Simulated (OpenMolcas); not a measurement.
GaF: excited-state calculation (part 1 of 4)

System: GaF, SMILES [F][Ga].
Method: CASPT2/ANO-RCC-VTZP, DKH2 (OpenMolcas 26.06).

The geometry comes from this level: GFN2-xTB.

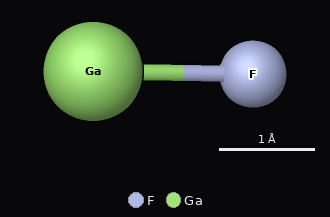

**Figure 1.** The input geometry (ball-and-stick view, seen at a tilt). Sticks mark near contacts. Bond lengths as drawn: F–Ga 1.80 Å.

**Summary**

```json
{"quantity": "outcome", "value": "converged"}
{"quantity": "total energy", "value": "−2042.545140 hartree"}
{"quantity": "CASSCF energy", "value": "−2041.780681 hartree"}
{"quantity": "basis functions", "value": "73"}
{"quantity": "lowest singlet excitation", "value": "8.16 eV"}
{"quantity": "hardware", "value": "1 thread of Arm Neoverse V1, 24 GiB of memory available, shared host"}
{"quantity": "wall time", "value": "9.9 s"}
{"quantity": "peak memory", "value": "0.27 GiB"}
```

**Input file**
```
* FGa CASPT2
>>> EXPORT MOLCAS_PRINT=2

&gateway
 coord
 2
 bohr
 F      0.00000000     0.00000000     0.00000000
 Ga     0.00000000     0.00000000     3.39990076
 basis=ANO-RCC-VTZP
 group=NoSym
 ricd

&seward

&rasscf
 fileorb=$CurrDir/step2.RasOrb
 spin=1
 nactel=2 0 0
 inactive=19
 ras2=2
 ciroot=3 3 1
 orblisting=Nothing
 orbappear=Compact

&caspt2
 multistate=all
 imaginary=0.2
 frozen=9

&rassi
 nrofjobiphs=1 all
 iphnames
 JOBMIX
 ejob
```

Run as:
```bash
export MOLCAS_MEM=1860
pymolcas step5.input > step5.log
```

**What the program printed**
```
--- Start Module: gateway ---

                                              &GATEWAY

                       available to each process: 1.9 GB of memory, 1 thread

++    Symmetry information:
      ---------------------

                    Character Table for C1

                             E
                    a        1  x, y, xy, Rz, z, xz, Ry, yz, Rx, I
--

++    Basis set information:
      ----------------------

      Basis set label: F.ANO-RCC...4S3P2D1F.

      Electronic valence basis set:
      ------------------
      Associated Effective Charge   9.000000 au
      Associated Actual Charge      9.000000 au
      Nuclear Model: Point charge

      Shell  nPrim  nBasis  Cartesian Spherical Contaminant
         s      14       4        X
         p       9       3        X
         d       4       2                 X
         f       3       1                 X

      Basis set label: GA.ANO-RCC...6S5P3D1F.

      Electronic valence basis set:
      ------------------
      Associated Effective Charge  31.000000 au
      Associated Actual Charge     31.000000 au
      Nuclear Model: Point charge

      Shell  nPrim  nBasis  Cartesian Spherical Contaminant
         s      20       6        X
         p      17       5        X
         d      11       3                 X
         f       5       1                 X
--

++    Molecular structure info:
      -------------------------

                    ************************************************
                    **** Cartesian Coordinates / bohr, angstrom ****
                    ************************************************

     Center  Label                x              y              z                     x              y              z
        1      F1               0.000000       0.000000       0.000000              0.000000       0.000000       0.000000
        2      GA2              0.000000       0.000000       3.399901              0.000000       0.000000       1.799150
--

            Nuclear Potential Energy             82.06121875 au

--- Stop Module: gateway /rc=_RC_ALL_IS_WELL_ ---
--- Module gateway spent 3 seconds ---

--- Start Module: seward ---

                                              &SEWARD

                       available to each process: 1.9 GB of memory, 1 thread

               SEWARD will generate:
                  Multipole Moment integrals up to order  2
                  Kinetic Energy integrals
                  Nuclear Attraction integrals (point charge)
                  One-Electron Hamiltonian integrals
                  Velocity integrals
                  Relativistic Douglas-Kroll-Hess integrals:
                    - Parametrization         : EXP
                    - DKH order of Hamiltonian: 2
                    - DKH order of Properties : 0
                         - multipole moment operators
                         - electric potential operators
                         - contact operators
                  Orbital angular momentum around (  0.0000   0.0000   2.6653 )
                  Velocity quadrupole around (  0.0000   0.0000   2.6653 )
                  Atomic mean-field integrals
                  RI decomposed two-electron repulsion integrals stored Cholesky style
                   - acCD auxiliary basis
                   - CD Threshold:   1.00E-04

                   Integrals are discarded if absolute value <: 1.00E-14
                   Integral cutoff threshold is set to       <: 1.00E-16

            Nuclear Potential Energy             82.06121875 au

      Basis set specifications :
      Symmetry species         a
      Basis functions           73

--- Stop Module: seward /rc=_RC_ALL_IS_WELL_ ---
--- Module seward spent 2 seconds ---

--- Start Module: rasscf ---

                                              &RASSCF

                       available to each process: 1.9 GB of memory, 1 thread

      Header of the ONEINT file:
      --------------------------

      OrdInt status: non-squared

      Cartesian coordinates in angstrom:
      -----------------------------------------------------
      No.  Label        X            Y            Z
      -----------------------------------------------------
       1   F1         0.00000000   0.00000000   0.00000000
       2   GA2        0.00000000   0.00000000   1.79915000
      -----------------------------------------------------
      Nuclear repulsion energy =   82.06121875

++    Wave function specifications:
      -----------------------------

      Number of closed shell electrons          38
      Number of electrons in active shells       2
      Max number of holes in RAS1 space          0
      Max nr of electrons in RAS3 space          0
      Number of inactive orbitals               19
      Number of active orbitals                  2
      Number of secondary orbitals              52
      Spin quantum number                      0.0
      State symmetry                             1
--

++    Orbital specifications:
      -----------------------

      Symmetry species                           1
                                                 a
      Frozen orbitals                            0
      Inactive orbitals                         19
      Active orbitals                            2
      RAS1 orbitals                              0
      RAS2 orbitals                              2
      RAS3 orbitals                              0
      Secondary orbitals                        52
      Deleted orbitals                           0
      Number of basis functions                 73
--

++    CI expansion specifications:
      ----------------------------

      Number of CSFs                             3
      Number of spin combinations                3
      Number of determinants                     4
      Number of root(s) required                 3
      Root chosen for geometry opt.              3
      CI roots used                              1     2     3
      weights                                0.333 0.333 0.333
      highest root included in the CI            3
      max. size of the explicit Hamiltonian      3
--

++    Optimization specifications:
      ----------------------------

      RASSCF algorithm: LK RI/DF
      Maximum number of macro iterations       200
      Maximum number of SX iterations          100
      Threshold for RASSCF energy            1.000E-08
      Threshold for max MO rotation          1.000E-01
      Threshold for max BLB element          1.000E-04
      Level shift parameter                  5.000E-01
      Make Quasi-Newton update
--

      The MO-coefficients are taken from the file:
      step2.RasOrb
      Title: RASSCF average (pseudo-natural) orbitals

      Total molecular charge    0.00

      ************************************************************************************************************************
      *                                            Wave function control section                                             *
      ************************************************************************************************************************

                                         RASSCF iterations: Energy and convergence statistics
                                         ----------------------------------------------------

          iter iter root      energy       change     param      element    value   shift minimum  type update hh:mm:ss
 Nr of preliminary CI iterations:   1
      Total energies have been shifted. Add                -2000.00 au
        1   1    3    0   -41.47651499    0.00E+00   1.98E-06   20  35 1 -1.73E-06   0.34   0.00    SX    NO    0:00:00
        2   1    2    0   -41.47651499   -4.07E-11   1.19E-06   20  25 1  1.02E-06   0.34   0.00    SX    NO    0:00:00
        3   1    2    0   -41.47651499   -7.73E-12   7.47E-07   20  25 1  6.42E-07   0.34   0.00    SX    NO    0:00:00
        4   1    2    0   -41.47651499   -1.14E-11  -4.63E-07   20  25 1  3.98E-07   0.34   0.00    SX    NO    0:00:00
      Convergence after  4 iterations
        5   1    2    0   -41.47651499    1.14E-12  -4.63E-07   20  25 1  2.55E-07   0.34   0.00    SX    NO    0:00:00

      ************************************************************************************************************************
                                                      Wave function printout:
                       occupation of active orbitals, and spin coupling of open shells (u,d: Spin up or down)
      ************************************************************************************************************************

      Note: transformation to natural orbitals
      has been made, which may change the order of the CSFs.

      printout of CI-coefficients larger than  0.05 for root  1
      energy=   -2041.780681
      conf/sym  11     Coeff  Weight
             1  20   0.59581 0.35498
             2  ud  -0.72836 0.53051
             3  02   0.33839 0.11451

      printout of CI-coefficients larger than  0.05 for root  2
      energy=   -2041.472757
      conf/sym  11     Coeff  Weight
             1  20  -0.69944 0.48921
             2  ud  -0.26350 0.06943
             3  02   0.66435 0.44136

      printout of CI-coefficients larger than  0.05 for root  3
      energy=   -2041.176107
      conf/sym  11     Coeff  Weight
             1  20   0.39472 0.15580
             2  ud   0.63250 0.40006
             3  02   0.66643 0.44414

      Natural orbitals and occupation numbers for root  1
      sym 1:   1.991867   0.008133

      Natural orbitals and occupation numbers for root  2
      sym 1:   1.049610   0.950390

      Natural orbitals and occupation numbers for root  3
      sym 1:   0.007976   1.992024

      ************************************************************************************************************************
      *                                                    Final results                                                     *
      ************************************************************************************************************************

++    Final optimization conditions:
      ------------------------------

      Average CI energy                           -2041.47651499
      RASSCF energy for state  3                  -2041.17610714
      Super-CI energy                                -0.00000000
      RASSCF energy change                            0.00000000
      Max change in MO coefficients               7.464E-07
      Max non-diagonal density matrix element    -4.631E-07
      Maximum BLB matrix element                  2.546E-07
      (orbital pair  20,  25 in symmetry   1)
      Norm of electronic gradient            1.607E-01
--

      Final state energy(ies):
      ------------------------

::    RASSCF root number  1 Total energy:  -2041.78068078
::    RASSCF root number  2 Total energy:  -2041.47275705
::    RASSCF root number  3 Total energy:  -2041.17610714
      Von Neumann Entropy (Root   1) =  0.03815

      Mulliken population analysis for root number:  1
      -----------------------------------------------

++    Molecular charges:
      ------------------

      Mulliken charges per centre
      ---------------------------

                F1      GA2
      Total    9.6554 30.3446

      N-E     -0.6554  0.6554

      Total electronic charge=   40.000000

      Total            charge=   -0.000000
--

      Expectation values of various properties for root number:  1
      -----------------------------------------------------------

++    Molecular properties:
      ---------------------

      Charge (e):
                      =   -0.0000
      Dipole Moment (debye):
      Origin of the operator (angstrom)=    0.0000    0.0000    1.4104
                   X= -1.1449E-10               Y= -3.9366E-11               Z=  2.4587E+00           Total=  2.4587E+00
      Quadrupole Moment (debye*angstrom):
      Origin of the operator (angstrom)=    0.0000    0.0000    1.4104
                  XX= -1.8473E+01              XY=  4.0731E-11              XZ=  7.1299E-11              YY= -1.8473E+01
                  YZ=  1.2416E-11              ZZ= -2.6502E+01
      In traceless form (debye*angstrom)
                  XX=  4.0147E+00              XY=  6.1097E-11              XZ=  1.0695E-10              YY=  4.0147E+00
                  YZ=  1.8624E-11              ZZ= -8.0293E+00
--

      LoProp population analysis for root number:  1
      -----------------------------------------------

++    LoProp analysis:
      ----------------

++    Static properties:
      ------------------

      LoProp Charges per center

                   F1       GA2
      Nuclear      9.0000  31.0000
      Electronic  -9.6163 -30.3837

      Total       -0.6163   0.6163
--

      Natural Bond Order analysis for root number:  1

++    Natural Bond Order analysis
      ---------------------------
      Based on LoProp computed density
      -------------------------------------------------------------------------------------
      Atom A       Atom B       Bond Order
      -------------------------------------------------------------------------------------
      NBO located      0.912 non-bonded electrons on atom F1
      NBO located      1.000 non-bonded electrons on atom F1
      NBO located      1.000 non-bonded electrons on atom F1
      NBO located      1.000 non-bonded electrons on atom F1
      NBO located      0.995 non-bonded electrons on atom GA2
      NBO located      0.998 non-bonded electrons on atom GA2
      NBO located      0.998 non-bonded electrons on atom GA2
      NBO located      0.999 non-bonded electrons on atom GA2
      NBO located      0.999 non-bonded electrons on atom GA2
      NBO located      1.000 non-bonded electrons on atom GA2
      NBO located      1.000 non-bonded electrons on atom GA2
      NBO located      1.000 non-bonded electrons on atom GA2
      NBO located      1.000 non-bonded electrons on atom GA2
      NBO located      1.000 non-bonded electrons on atom GA2
      NBO located      1.000 non-bonded electrons on atom GA2
      NBO located      1.000 non-bonded electrons on atom GA2
      NBO located      1.000 non-bonded electrons on atom GA2
      NBO located      1.000 non-bonded electrons on atom GA2
      The remaining    2.188 electrons are to be considered as diffuse
--

--

      Von Neumann Entropy (Root   2) =  0.99822

      Mulliken population analysis for root number:  2
      -----------------------------------------------

++    Molecular charges:
      ------------------

      Mulliken charges per centre
      ---------------------------

                F1      GA2
      Total    9.4702 30.5298

      N-E     -0.4702  0.4702

      Total electronic charge=   40.000000

      Total            charge=   -0.000000
--

      Expectation values of various properties for root number:  2
      -----------------------------------------------------------

++    Molecular properties:
      ---------------------
```
